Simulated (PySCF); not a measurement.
B(Me)3(HOMe), C₄H₁₃BO, singlet at its GFN2-xTB optimised geometry (Å):

```
19

B     -0.9961    -0.5457     0.0000
C     -1.4218    -1.3810     1.3195
H     -0.9310    -2.3542     1.3893
H     -2.4904    -1.5804     1.2946
H     -1.2325    -0.8509     2.2525
C     -1.2623    -1.3239    -1.3917
H     -2.3251    -1.3517    -1.6180
H     -0.9222    -2.3603    -1.3739
H     -0.7753    -0.8364    -2.2340
C     -1.4074     1.0132     0.0000
H     -1.2508     1.5031     0.9602
H     -2.4643     1.1206    -0.2323
H     -0.8633     1.5804    -0.7530
C      1.4097     0.0236     1.1152
O      0.7476    -0.5457     0.0000
H      1.1104    -0.4493     2.0519
H      1.1328     1.0746     1.1422
H      2.4904    -0.0647     0.9855
H      0.9212    -1.4940    -0.0437
```

Computed with CAM-B3LYP/def2-SVP (PySCF).

Map of the deformation density (molecule minus spherical neutral atoms) (e/bohr³) on the plane z = 0.6 Å:

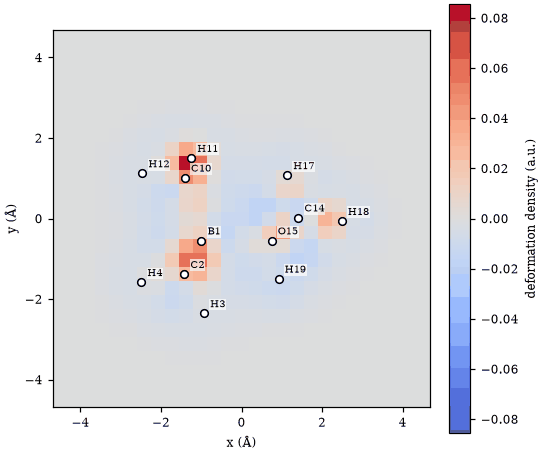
Deformation density (molecule minus spherical neutral atoms) (e/bohr³) on the plane z = 0.6 Å.
